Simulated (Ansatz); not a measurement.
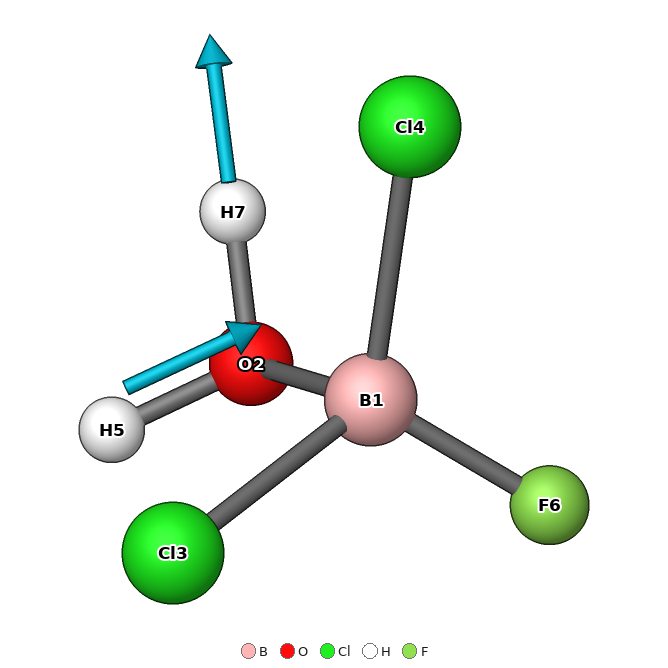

The arrows show one normal mode. Harmonic vibrations computed with RKS PBE0-D4/def2-TZVP (Ansatz 0.2.0) at a stationary point of the same level.

### Describe the motion.

Mostly out-of-phase stretching of 2 O–H bonds.

### At what wavenumber does it lie?

3818 cm⁻¹; it is mode 15 of 15 counted from the lowest.
